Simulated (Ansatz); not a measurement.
Density of states of Au₄In₆Rb (P-6m2, 11 atoms in the cell).

```yaml
crystal:
  lattice:
    - [8.07880, 0.00000, 0.00000]
    - [-4.03940, 6.99645, 0.00000]
    - [0.00000, 0.00000, 4.48570]
  atoms:
    - { symbol: Au, position: [0.33333, 0.66667, 0.00000] }
    - { symbol: Au, position: [0.79309, 0.20691, 0.50000] }
    - { symbol: Au, position: [0.41382, 0.20691, 0.50000] }
    - { symbol: Au, position: [0.79309, 0.58618, 0.50000] }
    - { symbol: In, position: [0.19650, 0.80350, 0.50000] }
    - { symbol: In, position: [0.60700, 0.80350, 0.50000] }
    - { symbol: In, position: [0.19650, 0.39300, 0.50000] }
    - { symbol: In, position: [0.53468, 0.46532, 0.00000] }
    - { symbol: In, position: [0.93064, 0.46532, 0.00000] }
    - { symbol: In, position: [0.53468, 0.06936, 0.00000] }
    - { symbol: Rb, position: [0.00000, 0.00000, 0.00000] }
```

Method: PBEsol, default PAW files made with PBE (plane waves; Ansatz, a program for electronic structure).

SCF settings: kpoints.mp_grid.grid = 4 4 6; hamiltonian.xc = pbesol; hamiltonian.pseudopotentials = {kind: paw} (the program's default PAW files); scf.occupations.method = gaussian; scf.occupations.width = 0.272 eV. Keys of the DOS step: output.dos.nscf_kmesh.grid = 6 6 9; output.dos.method = {smearing: {sigma: 0.02}} eV.

The starting cell comes from a database of published, mostly measured structures (it also holds non-ambient and calculated ones), without a prior relaxation at this level. Spin-orbit coupling is off.

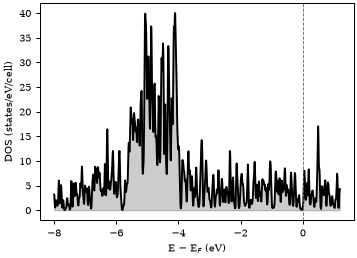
*Total density of states, both spins summed.*

Total DOS (both spins), as means of the tabulated values in each energy bin; the zero is the program's Fermi level or highest filled level, and the curve is cut to this window:

(E (eV), states/eV/cell): (-7.80, 1.78); (-7.40, 2.59); (-7.00, 3.57); (-6.60, 5.74); (-6.20, 6.79); (-5.80, 4.61); (-5.40, 16.8); (-5.00, 24.3); (-4.60, 19.2); (-4.20, 22.7); (-3.80, 6.82); (-3.40, 5.14); (-3.00, 3.88); (-2.60, 3.74); (-2.20, 3.99); (-1.80, 3.27); (-1.40, 4.75); (-1.00, 4.16); (-0.60, 4.24); (-0.20, 2.64); (0.20, 3.47); (0.60, 4.87); (1.00, 2.70)

Around zero the curve holds about 2.6 states/eV/cell.

Keys are those of Ansatz 0.2.
